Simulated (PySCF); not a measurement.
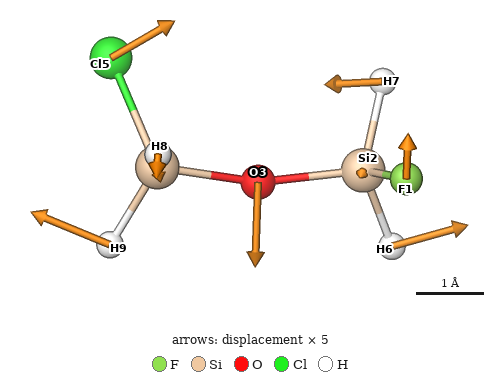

A relaxation of Si$_{2}$H$_{4}$OClF. The starting structure is drawn; orange arrows show the displacements, magnified 5 times. The two geometries are superimposed by the best rigid fit.

Style: ball-and-stick. Shown at a tilt.

The start comes from GFN2-xTB.

Computed with PBE0-D3(BJ)/def2-SVP geometry optimisation, gas phase in PySCF. 

What did the optimiser do to the structure, and how much energy did it gain?

Answer. The energy falls by 0.198 eV in 15 geometry steps. The largest force component goes from 1.3 to 0.02 eV/Å. The largest moves after the best rigid fit, 0.26 Å, are those of O and H atoms. By element the largest moves are H 0.26 Å, O 0.26 Å, Cl 0.23 Å, F 0.15 Å, Si 0.05 Å. Near-neighbour distances that change, for instance: Cl–Si 2.000 → 2.062 Å, O–Si 1.611 → 1.647 Å, H–Si 1.448 → 1.481 Å, F–Si 1.603 → 1.619 Å. Bond angles that change, for instance: Si–O–Si 161.9° → 147.1°, H–Si–H 120.2° → 113.9°, O–Si–H 104.3° → 108.2°. The run took of the order of 40 core-seconds on a shared host.
